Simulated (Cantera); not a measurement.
Input: 1 mol C2F6, 0.3 mol H2, held at 0.0540 bar.

Equilibrium computed with Cantera from the NASA thermochemical tables; the gas is ideal and each condensed phase is pure. Candidate condensed phases: C, C6H6, C7H8, C8H18; 95 gas species. The feed counts by its element totals alone. The tables' values for C2F4 are old estimates; treat these amounts as uncertain. Gases not in the tables: C2F6 and larger saturated fluorocarbons. Kinetics and transport are ignored.

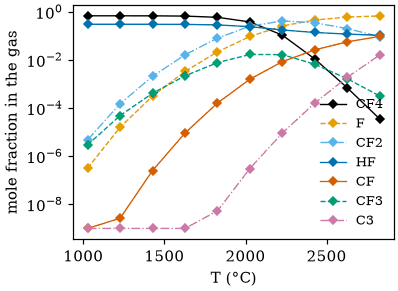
Figure: Equilibrium gas composition (values under 1e-9 drawn at 1e-9)

From 1027 °C to 2827 °C the condensed part is C(graphite). The main C-bearing gas is CF4 at 1027 °C and CF at 2827 °C. The share of C in condensed phases is highest at 2627 °C (32.8 %) and lowest at 2227 °C (6.1 %).
